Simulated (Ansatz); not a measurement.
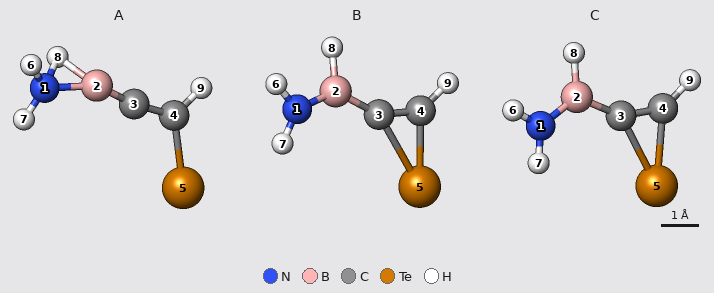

3 geometries from a converged minimum-energy path of C2H4BNTe, shuffled. Style: ball-and-stick. Shown at a tilt.

Method: RKS PBE/def2-mTZVP (Ansatz 0.2.0). Set-up: 5 movable images; climbing image; force threshold 0.05 eV/Å; iteration limit 60; starting path through a guess of the saddle point.

> Which frame is the top of the path?

A. In order along the path, whose images run from 0 to 6: C (image 1, +1.4 kcal/mol), B (image 2, +9.5 kcal/mol), A (image 4, +82.7 kcal/mol). A hydrogen atom shifts from one atom to another. Breaking: B2–H8 (1.20 → 1.41 at the top → 2.17 Å). Forming: N1–H8 (2.26 → 1.29 at the top → 1.03 Å).

The run took 14 min on 2 threads of Arm Neoverse N1, with other jobs on the host, peak memory 0.18 GiB.
